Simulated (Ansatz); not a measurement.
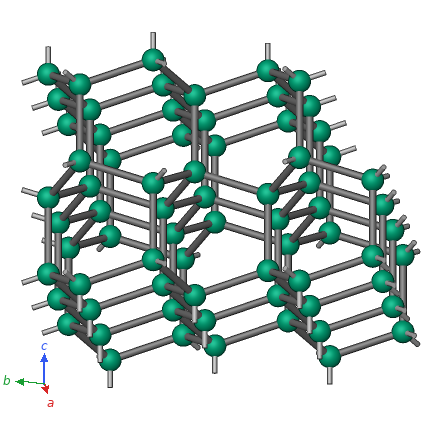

A cut-out of a periodic net derived from a crystal structure. Nodes are coloured by topological kind. Short stubs are edges that leave the cut-out.

> What net is this?

A uninodal 4-connected, three-periodic net. It is the lon net, known from lonsdaleite, wurtzite and tridymite.

> Give point symbol and coordination sequence.

6^6, sequence 4, 12, 25, 44, 67, 96.

Where the net comes from. AlN (space group P6_3mc, No. 186). Coordinates: the geometry relaxed with DFT, PBE, plane waves, PAW in Ansatz 0.2.0; the starting structure was generated, so it need not be a known form of this composition. Bonds are taken as Al–N below 2.2 Å; no other contact counts. The graph is simplified in the usual way: terminal and isolated atoms are pruned, two-connected atoms become edges. Al and N are 4-connected nodes.
